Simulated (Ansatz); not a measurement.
Base system: BP in the zinc blende structure (space group F-43m, No. 216; a = 4.491 Å).

It is then changed as follows: the cell is scaled by 0.9700 in all directions; the atoms relax in the strained cell.

Level of theory: Ansatz (an electronic-structure program), LDA, PAW, cutoff 420 eV, no SOC.

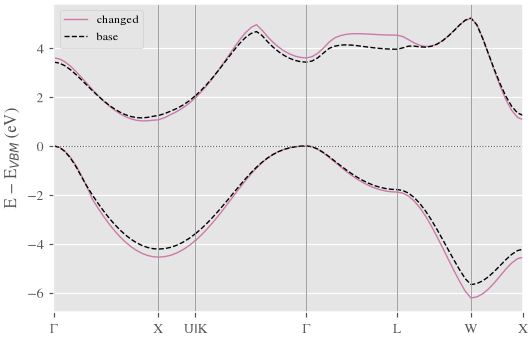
Figure. Highest valence and lowest conduction band along the path, each from its own valence-band maximum

The gap is 1.02 eV, indirect, Γ → Γ–X (84 % along); the base has 1.14 eV.

No phonon test of stability was made.
